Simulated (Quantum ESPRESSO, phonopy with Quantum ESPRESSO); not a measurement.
# LiF (Fm-3m): phonons against volume, part 6 of 8

Aim: how the vibrations of LiF shift with volume, and the expansion that follows.

What experiment has found for this phase:
- volume expansion coefficient 99.6 1e-6/K and heat capacity C_P per formula unit 42 J/mol/K near room temperature (given in “High-Throughput Prediction of Finite-Temperature Properties using the Quasi-Harmonic Approximation”, 2016, arXiv:1603.06924)
- volume expansion coefficient 106.5 1e-6/K near room temperature (given in “Descriptors for thermal expansion in solids”, 2017, arXiv:1701.03966)

Quantum ESPRESSO 7.5; DFT LDA, scalar-relativistic, plane waves, PseudoDojo norm-conserving pseudopotentials.

So far. Step 5 (Born charges and dielectric tensor): The Born charges sum to zero within 1.5e-4 e; the rest is removed before use. Acoustic frequencies in this log differ from zero by the error of the sum rule, which ph.x does not impose. Step 6 (A displaced supercell): At this level the gap is 9.75 eV on the k-mesh of the self-consistent run, which can miss the band edges.

## 8. Lattice dynamics at this volume, V/V0 1

This step: DFT LDA, scalar-relativistic, plane waves, PseudoDojo norm-conserving pseudopotentials (phonopy with Quantum ESPRESSO 4.10.0 / 7.5).

Wall time 7.1 min (8 threads of Arm Neoverse V2, shared host).

Numbers from this step:

- point group: m-3m
- highest frequency: 671.9 cm⁻¹
- Debye temperature from the second moment: 684 K
- lowest frequency on the path: 0 cm⁻¹
- zero-point energy: 0.1298 eV/cell
- Γ frequencies: 0, 0, 0, 343.1, 343.1, 343.1 cm⁻¹ (negative: imaginary)

Phonopy, LO-TO term from ph.x's tensors. The phonon branches at the labelled points (cm⁻¹):

| point | branch 1 | branch 2 | branch 3 | branch 4 | branch 5 | branch 6 |
| --- | --- | --- | --- | --- | --- | --- |
| Γ | 0 | 0 | 0 | 343 | 343 | 672 |
| X | 259 | 259 | 369 | 369 | 381 | 468 |
| U | 257 | 326 | 354 | 357 | 442 | 446 |
| jump to K | 257 | 326 | 354 | 357 | 442 | 446 |
| Γ | 0 | 0 | 0 | 343 | 343 | 672 |
| L | 234 | 234 | 325 | 325 | 401 | 627 |
| W | 289 | 336 | 336 | 398 | 424 | 424 |
| X | 259 | 259 | 369 | 369 | 381 | 468 |

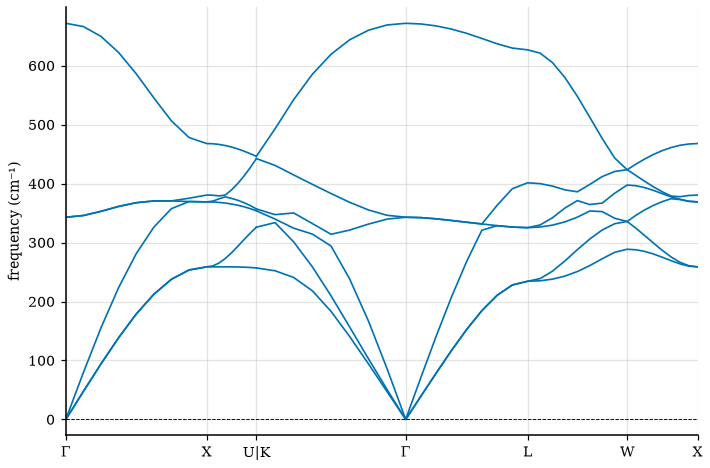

Phonon branches along the path.

Harmonic. Thermo, by row:

| T (K) | F_vib (meV/atom) | S (J/mol-atom/K) | C_V (J/mol-atom/K) |
| --- | --- | --- | --- |
| 0 | 64.92 | 0 | 0 |
| 50 | 64.9 | 0.235 | 0.798 |
| 100 | 64.38 | 2.098 | 5.7 |
| 150 | 62.45 | 5.502 | 11.26 |
| 200 | 58.61 | 9.326 | 15.25 |
| 250 | 52.81 | 13.03 | 17.9 |
| 300 | 45.15 | 16.46 | 19.66 |
| 350 | 35.8 | 19.59 | 20.86 |
| 400 | 24.9 | 22.43 | 21.71 |
| 450 | 12.59 | 25.03 | 22.33 |
| 500 | -1 | 27.41 | 22.79 |
| 550 | -15.78 | 29.59 | 23.14 |
| 600 | -31.65 | 31.62 | 23.41 |
| 650 | -48.53 | 33.5 | 23.63 |
| 700 | -66.35 | 35.26 | 23.8 |
| 750 | -85.05 | 36.91 | 23.94 |
| 800 | -104.6 | 38.46 | 24.06 |
| 850 | -124.9 | 39.92 | 24.16 |
| 900 | -145.9 | 41.3 | 24.24 |
| 950 | -167.7 | 42.61 | 24.31 |
| 1000 | -190.1 | 43.86 | 24.37 |

The modes has structure finer than the step of the table below, so its rows give means over 50 cm⁻¹, whole bins alone (the curve runs from -10 to 701 cm⁻¹). Peaks (cm⁻¹: height): F 254.0: 0.0219, 361.4: 0.0241; Li 365.8: 0.0251, 616.4: 0.00509.

Phonopy on the run's constants, 21x21x21 mesh, Gaussian sigma 5.1 cm⁻¹. The modes by wavenumber; means over each step; values in 1/cm⁻¹/cell:

```
wavenumber (cm⁻¹)        F       Li
               50   2.6e-4   9.4e-5
              100  0.00105   3.5e-4
              150  0.00271   7.6e-4
              200  0.00692  0.00128
              250   0.0182  0.00158
              300   0.0100  0.00364
              350   0.0157   0.0225
              400  0.00339   0.0108
              450   5.2e-5  0.00317
              500   1.8e-4  0.00407
              550   3.2e-4  0.00438
              600   5.4e-4  0.00486
              650   5.7e-4  0.00251
```

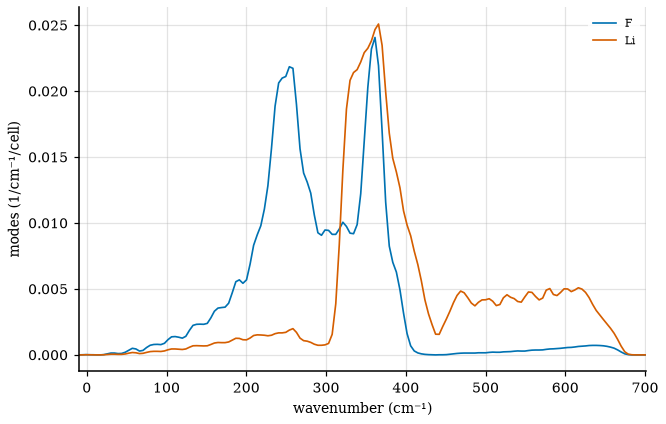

Modes against wavenumber.

No LO-TO term. Modes at Γ, with each element's share of the kinetic energy:

```csv
mode,frequency (cm⁻¹),symmetry,Li %,F %
1,0.0,T1u,27,73
2,0.0,T1u,27,73
3,0.0,T1u,27,73
4,343.1,T1u,73,27
5,343.1,T1u,73,27
6,343.1,T1u,73,27
```

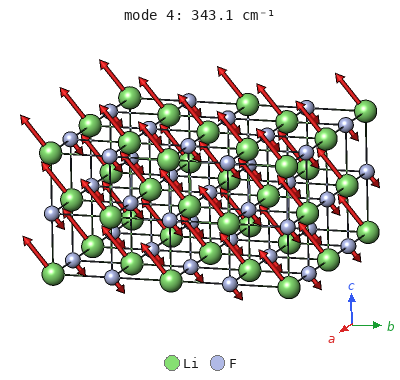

Displacement patterns of mode 4 at Γ; arrows are exaggerated. 2×2×1 conventional cells are drawn. Some periodic images of atoms are drawn too.

No mode is imaginary beyond numerical noise along the path.

The time given is that of the 2 pw.x runs on displaced cells behind this step.

## 9. Ground state at this cell, V/V0 1.015

A tight ground state at this cell gives the energy of this member; its pressure is the stress at this cutoff, which can carry an offset from the finite basis.

This step: DFT LDA, scalar-relativistic, plane waves, PseudoDojo norm-conserving pseudopotentials (Quantum ESPRESSO 7.5).

System of this step: LiF. The structure is cubic, space group Fm-3m (No. 225). Conventional cell: a = 3.924 Å, b = 3.924 Å, c = 3.924 Å, α = 90.00°, β = 90.00°, γ = 90.00°. Nearest to Li lie 6 F at 1.96 Å. Nearest to F lie 6 Li at 1.96 Å. Farther neighbours and most contacts between anions are not listed.

scf.in

```
&CONTROL
  calculation = 'scf'
  prefix      = 'x'
  outdir      = './tmp'
  pseudo_dir  = './pseudo'
  tprnfor     = .true.
  tstress     = .true.
/
&SYSTEM
  ibrav       = 0
  nat         = 2
  ntyp        = 2
  ecutwfc     = 84.0
  occupations = 'fixed'
  nbnd        = 7
/
&ELECTRONS
  conv_thr         = 1.0d-12
  mixing_beta      = 0.7
  electron_maxstep = 100
/
ATOMIC_SPECIES
 Li      6.9400  Li.upf
 F      18.9984  F.upf
CELL_PARAMETERS angstrom
     0.000000000    1.962144938    1.962144938
     1.962144938    0.000000000    1.962144938
     1.962144938    1.962144938    0.000000000
ATOMIC_POSITIONS crystal
 Li     0.000000000   0.000000000   0.000000000
 F      0.500000000   0.500000000   0.500000000
K_POINTS automatic
 12 12 12 0 0 0
```

Command:

```sh
$ OMP_NUM_THREADS=1 mpirun -n 8 pw.x -nk 8 -in scf.in > scf.out
```

The program printed:

```text
[banner, memory and clock lines left out]
Program PWSCF v.7.5

     Message from routine setup:
     using ibrav=0 with symmetry is DISCOURAGED, use correct ibrav instead

     G-vector sticks info

     bravais-lattice index     =            0
     lattice parameter (alat)  =       5.2438  a.u.
     unit-cell volume          =     101.9577 (a.u.)^3
     number of atoms/cell      =            2
     number of atomic types    =            2
     number of electrons       =        10.00
[...]
atom    2 type  2   force =    -0.00000000    0.00000000   -0.00000000

     Total force =     0.000000     Total SCF correction =     0.000000

     Computing stress (Cartesian axis) and pressure

          total   stress  (Ry/bohr**3)                   (kbar)     P=      -12.66
  -0.00008604   0.00000000   0.00000000          -12.66        0.00        0.00
  -0.00000000  -0.00008604   0.00000000           -0.00      -12.66        0.00
   0.00000000   0.00000000  -0.00008604            0.00        0.00      -12.66

     XML data file, charge density, pseudopotentials, collected wavefunctions
[key lines of the parts left out:]
!    total energy              =     -63.66312520 Ry
convergence has been achieved in  10 iterations
```

Run time: 1.6 s. Hardware: 8 MPI ranks; 12 s of CPU time.

At this level the gap is 9.60 eV on the k-mesh of the self-consistent run, which can miss the band edges.

## 10. Born charges and dielectric tensor

In a polar crystal the Born charges and ε∞ give the long-range dipole term that a finite supercell misses. They are those of this k-mesh and were not tested on a denser one; where the gap is small they converge slowly, and the LO modes with them.

ph.in

```
phonons
&INPUTPH
  prefix = 'x'
  outdir = './tmp'
  fildyn = 'x.dyn'
  tr2_ph = 1.0d-18
  epsil  = .true.
/
0.000000000 0.000000000 0.000000000
```

scf.in is that of step 9.

Command:

```sh
$ OMP_NUM_THREADS=1 mpirun -n 8 ph.x -nk 8 -in ph.in > ph.out
```

The program printed:

```text
[banner, memory and clock lines left out]
Program PHONON v.7.5

     ./tmp/x.save/

     IMPORTANT: XC functional enforced from input :
     Exchange-correlation= PW
                           (   1   4   0   0   0   0   0)
     Any further DFT definition will be discarded
     Please, verify this is what you really want

     G-vector sticks info

     Reading collected, re-writing distributed wavefunctions in ./tmp/

     Number and degeneracy of irreps per q-point
       N         xq(1)         xq(2)         xq(3)   N irreps
[...]
freq (    1) =       0.059846 [THz] =       1.996246 [cm-1]
     freq (    2) =       0.059846 [THz] =       1.996246 [cm-1]
     freq (    3) =       0.059846 [THz] =       1.996246 [cm-1]
     freq (    4) =       9.881862 [THz] =     329.623448 [cm-1]
     freq (    5) =       9.881862 [THz] =     329.623448 [cm-1]
     freq (    6) =       9.881862 [THz] =     329.623448 [cm-1]
 **************************************************************************

     Mode symmetry, O_h (m-3m)  point group:

     freq (   1-   3) =          2.0  [cm-1]   --> T_1u G_15  G_4- I
     freq (   4-   6) =        329.6  [cm-1]   --> T_1u G_15  G_4- I
```

Wall time 14 s (8 MPI ranks).

The Born charges sum to zero within 1.6e-4 e; the rest is removed before use. Acoustic frequencies in this log differ from zero by the error of the sum rule, which ph.x does not impose.

## 11. A displaced supercell

One atom (for the harmonic constants) or a pair of atoms (for the cubic ones) is moved by a few hundredths of an ångström; the forces on all atoms give a column of force constants. The threshold is tight because the forces are small.

System of this step: LiF. The cell holds 54 atoms: 27 Li and 27 F. Cell: a = 8.325 Å, b = 8.325 Å, c = 8.325 Å, α = 60.0°, β = 60.0°, γ = 60.0°. It derives from LiF, repeated 3×3×3.

disp-00001.in

```
&CONTROL
  calculation = 'scf'
  prefix      = 'x'
  outdir      = './tmp'
  pseudo_dir  = './pseudo'
  tprnfor     = .true.
  disk_io     = 'none'
/
&SYSTEM
  ibrav       = 0
  nat         = 54
  ntyp        = 2
  ecutwfc     = 84.0
  occupations = 'fixed'
  nbnd        = 137
/
&ELECTRONS
  conv_thr         = 1.0d-11
  mixing_beta      = 0.7
  electron_maxstep = 100
/
ATOMIC_SPECIES
 Li      6.9400  Li.upf
 F      18.9984  F.upf
CELL_PARAMETERS angstrom
     0.000000000    5.886434814    5.886434814
     5.886434814    0.000000000    5.886434814
     5.886434814    5.886434814    0.000000000
ATOMIC_POSITIONS crystal
 Li     0.002402496   0.000000000   0.000000000
 Li     0.333333333   0.000000000   0.000000000
 Li     0.666666667   0.000000000   0.000000000
 Li     0.000000000   0.333333333   0.000000000
 Li     0.333333333   0.333333333   0.000000000
 Li     0.666666667   0.333333333   0.000000000
 Li     0.000000000   0.666666667   0.000000000
 Li     0.333333333   0.666666667   0.000000000
 Li     0.666666667   0.666666667   0.000000000
 Li     0.000000000   0.000000000   0.333333333
 Li     0.333333333   0.000000000   0.333333333
 Li     0.666666667   0.000000000   0.333333333
 Li     0.000000000   0.333333333   0.333333333
 Li     0.333333333   0.333333333   0.333333333
 Li     0.666666667   0.333333333   0.333333333
 Li     0.000000000   0.666666667   0.333333333
 Li     0.333333333   0.666666667   0.333333333
 Li     0.666666667   0.666666667   0.333333333
 Li     0.000000000   0.000000000   0.666666667
 Li     0.333333333   0.000000000   0.666666667
 Li     0.666666667   0.000000000   0.666666667
 Li     0.000000000   0.333333333   0.666666667
 Li     0.333333333   0.333333333   0.666666667
 Li     0.666666667   0.333333333   0.666666667
 Li     0.000000000   0.666666667   0.666666667
 Li     0.333333333   0.666666667   0.666666667
 Li     0.666666667   0.666666667   0.666666667
 F      0.166666667   0.166666667   0.166666667
 F      0.500000000   0.166666667   0.166666667
 F      0.833333333   0.166666667   0.166666667
 F      0.166666667   0.500000000   0.166666667
 F      0.500000000   0.500000000   0.166666667
 F      0.833333333   0.500000000   0.166666667
 F      0.166666667   0.833333333   0.166666667
 F      0.500000000   0.833333333   0.166666667
 F      0.833333333   0.833333333   0.166666667
 F      0.166666667   0.166666667   0.500000000
 F      0.500000000   0.166666667   0.500000000
 F      0.833333333   0.166666667   0.500000000
 F      0.166666667   0.500000000   0.500000000
 F      0.500000000   0.500000000   0.500000000
 F      0.833333333   0.500000000   0.500000000
 F      0.166666667   0.833333333   0.500000000
 F      0.500000000   0.833333333   0.500000000
 F      0.833333333   0.833333333   0.500000000
 F      0.166666667   0.166666667   0.833333333
 F      0.500000000   0.166666667   0.833333333
 F      0.833333333   0.166666667   0.833333333
 F      0.166666667   0.500000000   0.833333333
 F      0.500000000   0.500000000   0.833333333
 F      0.833333333   0.500000000   0.833333333
 F      0.166666667   0.833333333   0.833333333
 F      0.500000000   0.833333333   0.833333333
 F      0.833333333   0.833333333   0.833333333
K_POINTS automatic
 3 3 3 0 0 0
```

Command:

```sh
$ OMP_NUM_THREADS=1 mpirun -n 4 pw.x -nk 4 -in disp-00001.in > disp-00001.out
```

The program printed:

```text
[banner, memory and clock lines left out]
Program PWSCF v.7.5

     Message from routine setup:
     using ibrav=0 with symmetry is DISCOURAGED, use correct ibrav instead

     G-vector sticks info

     bravais-lattice index     =            0
     lattice parameter (alat)  =      15.7314  a.u.
     unit-cell volume          =    2752.8568 (a.u.)^3
     number of atoms/cell      =           54
     number of atomic types    =            2
     number of electrons       =       270.00
[...]
atom    1 type  1   force =    -0.00000000   -0.00236954   -0.00236954
     atom    2 type  1   force =     0.00000000    0.00049685    0.00049685
     atom    3 type  1   force =     0.00000000    0.00048474    0.00048474
[...]
atom   53 type  2   force =     0.00017569   -0.00010618   -0.00010618
     atom   54 type  2   force =    -0.00017272   -0.00010548   -0.00010548

     Total force =     0.003977     Total SCF correction =     0.000000
     Message from routine punch:
     Nothing written, as per user request (disk_io='none')
[key lines of the parts left out:]
!    total energy              =   -1718.90431847 Ry
convergence has been achieved in  13 iterations
```

It took 7.2 min on 4 MPI ranks.

## 12. Lattice dynamics at this volume, V/V0 1.015

This step: DFT LDA, scalar-relativistic, plane waves, PseudoDojo norm-conserving pseudopotentials (phonopy with Quantum ESPRESSO 4.10.0 / 7.5).

Run time: 7.2 min. Hardware: 8 threads.

Phonopy, LO-TO term from ph.x's tensors. The phonon branches at the labelled points (cm⁻¹):

```
    point  branch 1  branch 2  branch 3  branch 4  branch 5  branch 6
        Γ         0         0         0       330       330       663
        X       256       256       355       355       370       461
        U       252       320       342       349       433       437
jump to K       252       320       342       349       433       437
        Γ         0         0         0       330       330       663
        L       227       227       315       315       394       619
        W       282       329       329       388       413       413
        X       256       256       355       355       370       461
```

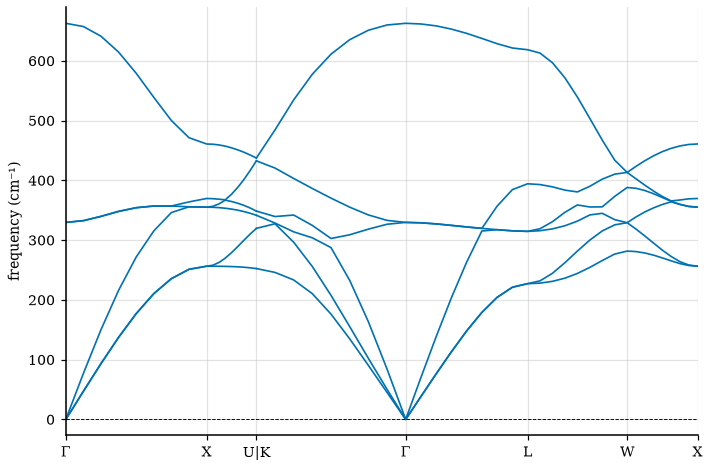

Phonon branches along the path.

No mode is imaginary beyond numerical noise along the path. The highest zone-centre mode (no LO–TO term) moved by -3.9 % for a volume change of +1.5 %.

The time given is that of the 2 pw.x runs on displaced cells behind this step.

## 13. Self-consistent run, V/V0 0.985

A tight ground state at this cell gives the energy of this member; its pressure is the stress at this cutoff, which can carry an offset from the finite basis.

This step: DFT LDA, scalar-relativistic, plane waves, PseudoDojo norm-conserving pseudopotentials (Quantum ESPRESSO 7.5).

System of this step: LiF. The structure is cubic, space group Fm-3m (No. 225). The conventional cell has a = 3.885 Å, b = 3.885 Å, c = 3.885 Å, α = 90.00°, β = 90.00°, γ = 90.00°. Nearest to Li lie 6 F at 1.94 Å. Nearest to F lie 6 Li at 1.94 Å. Farther neighbours and most contacts between anions are not listed.

Changes to scf.in since step 10:

```diff
@@ -25,5 +25,5 @@
 CELL_PARAMETERS angstrom
-     0.000000000    1.962144938    1.962144938
-     1.962144938    0.000000000    1.962144938
-     1.962144938    1.962144938    0.000000000
+     0.000000000    1.942619812    1.942619812
+     1.942619812    0.000000000    1.942619812
+     1.942619812    1.942619812    0.000000000
 ATOMIC_POSITIONS crystal
```

Command:

```sh
$ OMP_NUM_THREADS=1 mpirun -n 8 pw.x -nk 8 -in scf.in > scf.out
```

The program printed:

```text
[banner, memory and clock lines left out]
Program PWSCF v.7.5

     Message from routine setup:
     using ibrav=0 with symmetry is DISCOURAGED, use correct ibrav instead

     G-vector sticks info

     bravais-lattice index     =            0
     lattice parameter (alat)  =       5.1916  a.u.
     unit-cell volume          =      98.9441 (a.u.)^3
     number of atoms/cell      =            2
     number of atomic types    =            2
     number of electrons       =        10.00
[...]
atom    2 type  2   force =     0.00000000    0.00000000   -0.00000000

     Total force =     0.000000     Total SCF correction =     0.000000

     Computing stress (Cartesian axis) and pressure

          total   stress  (Ry/bohr**3)                   (kbar)     P=       13.51
   0.00009183  -0.00000000   0.00000000           13.51       -0.00        0.00
  -0.00000000   0.00009183   0.00000000           -0.00       13.51        0.00
   0.00000000   0.00000000   0.00009183            0.00        0.00       13.51

     XML data file, charge density, pseudopotentials, collected wavefunctions
[key lines of the parts left out:]
!    total energy              =     -63.66311998 Ry
convergence has been achieved in  10 iterations
```

It took 1.6 s on 8 MPI ranks; 12 s of CPU time.

The run ends at a pressure of 1.35 GPa.

## 14. Born charges and dielectric tensor

In a polar crystal the Born charges and ε∞ give the long-range dipole term that a finite supercell misses. They are those of this k-mesh and were not tested on a denser one; where the gap is small they converge slowly, and the LO modes with them.

ph.in is that of step 10.

scf.in is that of step 13.

Command:

```sh
$ OMP_NUM_THREADS=1 mpirun -n 8 ph.x -nk 8 -in ph.in > ph.out
```

The program printed:

```text
[banner, memory and clock lines left out]
Program PHONON v.7.5

     ./tmp/x.save/

     IMPORTANT: XC functional enforced from input :
     Exchange-correlation= PW
                           (   1   4   0   0   0   0   0)
     Any further DFT definition will be discarded
     Please, verify this is what you really want

     G-vector sticks info

     Reading collected, re-writing distributed wavefunctions in ./tmp/

     Number and degeneracy of irreps per q-point
       N         xq(1)         xq(2)         xq(3)   N irreps
[...]
freq (    1) =       0.067118 [THz] =       2.238804 [cm-1]
     freq (    2) =       0.067118 [THz] =       2.238804 [cm-1]
     freq (    3) =       0.067118 [THz] =       2.238804 [cm-1]
     freq (    4) =      10.686463 [THz] =     356.462039 [cm-1]
     freq (    5) =      10.686463 [THz] =     356.462039 [cm-1]
     freq (    6) =      10.686463 [THz] =     356.462039 [cm-1]
 **************************************************************************

     Mode symmetry, O_h (m-3m)  point group:

     freq (   1-   3) =          2.2  [cm-1]   --> T_1u G_15  G_4- I
     freq (   4-   6) =        356.5  [cm-1]   --> T_1u G_15  G_4- I
```

It took 14 s on 8 MPI ranks.

The Born charges sum to zero within 1.5e-4 e; the rest is removed before use. Acoustic frequencies in this log differ from zero by the error of the sum rule, which ph.x does not impose.

## 15. Forces on a displaced cell

One atom (for the harmonic constants) or a pair of atoms (for the cubic ones) is moved by a few hundredths of an ångström; the forces on all atoms give a column of force constants. The threshold is tight because the forces are small.

System of this step: LiF. The cell holds 54 atoms: 27 Li and 27 F. Cell: a = 8.242 Å, b = 8.242 Å, c = 8.242 Å, α = 60.0°, β = 60.0°, γ = 60.0°. It derives from LiF, repeated 3×3×3.

Changes to disp-00001.in since step 11:

```diff
@@ -25,7 +25,7 @@
 CELL_PARAMETERS angstrom
-     0.000000000    5.886434814    5.886434814
-     5.886434814    0.000000000    5.886434814
-     5.886434814    5.886434814    0.000000000
+     0.000000000    5.827859437    5.827859437
+     5.827859437    0.000000000    5.827859437
+     5.827859437    5.827859437    0.000000000
 ATOMIC_POSITIONS crystal
- Li     0.002402496   0.000000000   0.000000000
+ Li     0.002426643   0.000000000   0.000000000
  Li     0.333333333   0.000000000   0.000000000
```

Command:

```sh
$ OMP_NUM_THREADS=1 mpirun -n 4 pw.x -nk 4 -in disp-00001.in > disp-00001.out
```

The program printed:

```text
[banner, memory and clock lines left out]
Program PWSCF v.7.5

     Message from routine setup:
     using ibrav=0 with symmetry is DISCOURAGED, use correct ibrav instead

     G-vector sticks info

     bravais-lattice index     =            0
     lattice parameter (alat)  =      15.5748  a.u.
     unit-cell volume          =    2671.4915 (a.u.)^3
     number of atoms/cell      =           54
     number of atomic types    =            2
     number of electrons       =       270.00
[...]
atom    1 type  1   force =     0.00000000   -0.00259626   -0.00259626
     atom    2 type  1   force =     0.00000000    0.00051135    0.00051135
     atom    3 type  1   force =    -0.00000000    0.00049866    0.00049866
[...]
atom   53 type  2   force =     0.00017816   -0.00010746   -0.00010746
     atom   54 type  2   force =    -0.00017514   -0.00010675   -0.00010675

     Total force =     0.004297     Total SCF correction =     0.000000
     Message from routine punch:
     Nothing written, as per user request (disk_io='none')
[key lines of the parts left out:]
!    total energy              =   -1718.90416785 Ry
convergence has been achieved in  13 iterations
```

Wall time 7.1 min (4 MPI ranks).

(Continued in part 7 of 8.)

[Logs are printed without paths, hosts, clocks, repeated set-up lines and the standing remarks that a program may print on its own settings, such as how far it seeks lower states.]

[Hosts, paths, dates, database ids (printed as entryN), source tags and the programs' standing remarks are cut or masked in the printed files.]

[A step with changed settings may run another functional than the one named; its input shows which.]

[Of the runs on displaced cells, only some may be shown.]
